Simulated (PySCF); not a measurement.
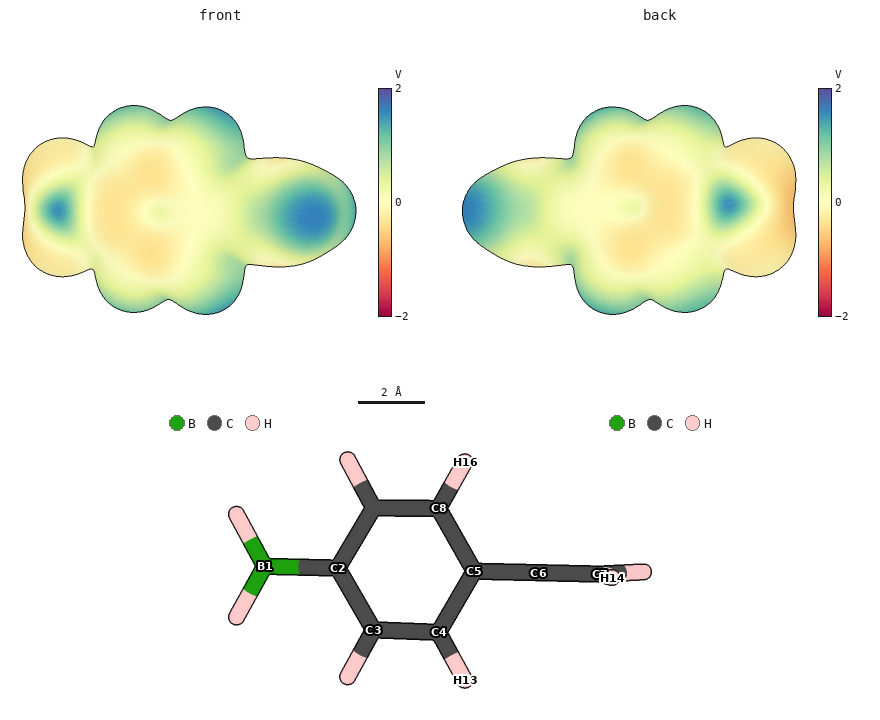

Figure. C₈H₈B (doublet). The molecular electrostatic potential painted on the density surface at 0.004 e/bohr³, seen from the front and from behind; red is negative and blue positive. The bare structure is drawn below in the same view.

Geometry: GFN2-xTB.

All numbers below come from UKS B3LYP, pcH-1 on B C H, non-relativistic, mean-field spin-orbit, GIAO (PySCF).

The calculation's input:

```
{"job": {"kind": "epr", "basis": "pcH-1"}, "charge": 0, "multiplicity": 2}
B      3.089339    -0.268968    -1.179887
C      1.662077    -0.143172    -0.634501
C      0.749845     0.812993    -1.140949
C     -0.523255     0.937953    -0.669450
C     -0.995591     0.087909     0.379152
C     -2.249622     0.195410     0.856273
C     -3.447492     0.300270     1.313946
C     -0.082974    -0.882079     0.900073
C      1.182818    -0.978055     0.402946
H      3.819723    -1.068928    -0.734307
H      3.453350     0.432916    -2.043939
H      1.083600     1.467272    -1.934367
H     -1.201198     1.676099    -1.073315
H     -3.697486     0.952784     2.140667
H     -4.278338    -0.258216     0.902137
H     -0.425223    -1.531646     1.692874
H      1.853427    -1.720513     0.812739
```

Run with:

```sh
OMP_NUM_THREADS=1 python probes_run.py task.json out
```

Q: Describe the electrostatic potential map.

A: The most negative region (about −0.6 V) lies over H10, the most positive (about +1.6 V) over H14 and H15.
